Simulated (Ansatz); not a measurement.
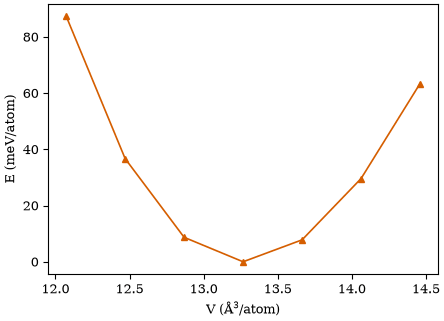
Fig. 1. AlRu (CsCl type, space group No. 221) under volume change, the program Ansatz at the r²SCAN level (PAW), scaled uniformly.

What does a third-order Birch–Murnaghan fit give for V₀, B₀ and B′?

V₀ = 13.27 Å³/atom, B₀ = 220 GPa, B′ = 4.3.

Space group Pm-3m (CsCl type). Symmetry was held in the r²SCAN relaxation. The run is not spin-polarised.

Potentials: the later of the program's two PAW sets.
